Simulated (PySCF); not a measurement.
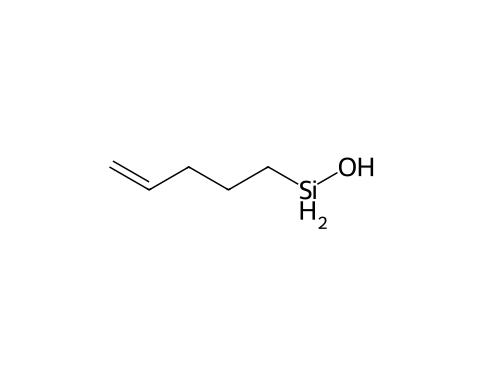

Simulated data, not a measurement (program: PySCF).

Skeletal drawing of a molecule.

> Transcribe the drawing into SMILES.

C=CCCC[SiH2]O

> Give the formula, hydrogens included.

C5H12OSi.

> An optimisation with GFN2-xTB gave a structure of which point group?

C1. Other conformers may differ.
